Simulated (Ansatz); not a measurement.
Cost and result by functional for the adsorption energy of NH2 on the 1x1 (110) surface of 3C silicon carbide (cut with top plane C + Si), one in a 2x2 cell, started at the site 'top Si', in Ansatz (plane waves, PAW). Single points on the PBE structure, on one kind of machine; costs are rough ratios of the slab run's core time (references not counted) to the cheapest single point. r2SCAN's cost holds its higher cutoff (500 against 420 eV). Differences are taken against r2SCAN for comparison alone: no measured value is at hand, so the table doesn't rank accuracy.

Host crystal: 3C silicon carbide, with a band gap (PBE, scalar-relativistic without spin-orbit coupling).

Slab: 51 atoms, 7.7 Å thick at the start under the adsorbate (thin: gaps and levels are the slab's own); k 3x3x1, smearing 0.01 eV, dipole-corrected; 24 atoms held, the rest relaxed; symmetry of the start imposed; spin-polarised, ending with about 1.0 μB a cell; orders that need a larger cell were not tried, no spin-orbit, no U, no dispersion correction. At the end it is bonded to Si. In PBE it is, or lies within 0.03 eV of, the lowest of the starts that converged. These notes are the PBE run's. RPBE: The program's check for a lower electronic state was not made. r2SCAN: The program's check for a lower electronic state was not made. Adsorption energies are against NH3(g) − ½ H2(g). A negative adsorption energy means that the adsorbate is more stable on the surface than in its reference.

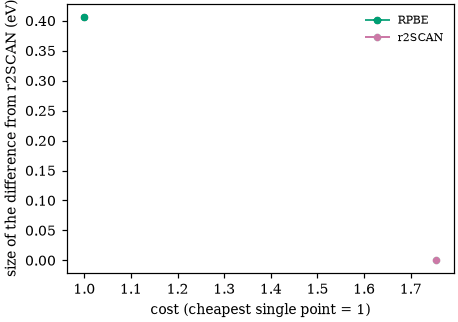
Fig. 1. Difference from r2SCAN against cost

| functional | relative cost | adsorption energy (eV) | less r2SCAN (eV) |
|---|---|---|---|
| RPBE | 1 | -0.39 | 0.41 |
| r2SCAN | 2 | -0.80 | 0.00 |
| PBE (the relaxed run's value) | – | -0.54 | 0.26 |

The values span 0.41 eV, while the single points' costs differ by a factor of roughly 2. Differences are of unrounded values.

Ansatz is a quantum-chemistry and plane-wave program.
